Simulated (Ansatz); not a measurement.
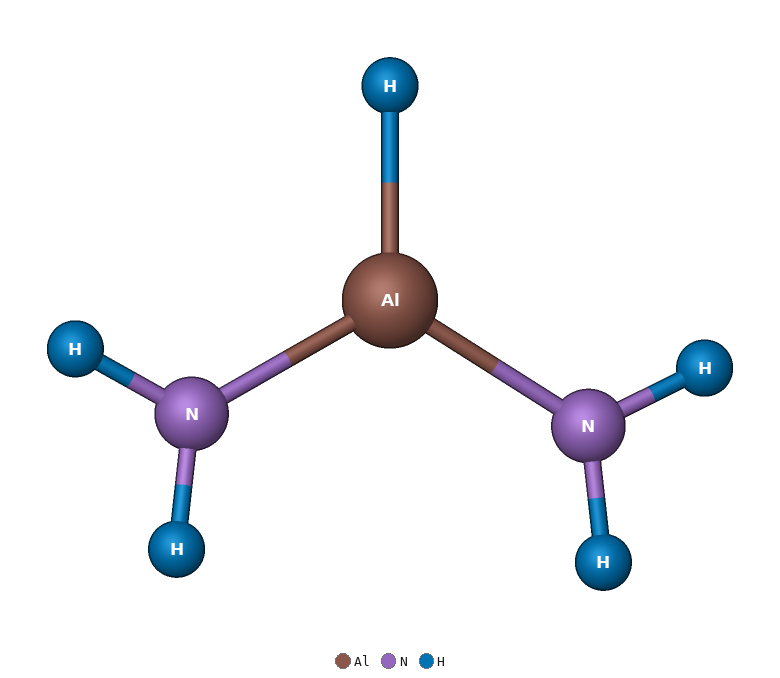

Sticks follow a distance rule. Harmonic vibrations computed with RKS PBE0-D4/def2-TZVP (Ansatz 0.2.0) at a stationary point of the same level.

Minimum or transition state?

Answer. A minimum: no imaginary frequency, and the lowest mode lies at 203 cm⁻¹.

List the wavenumbers.

Answer. 18 modes: 203, 269, 350, 352, 377, 515, 536, 677, 718, 776, 886, 1564, 1573, 1949, 3615, 3615, 3704, 3704 cm⁻¹.
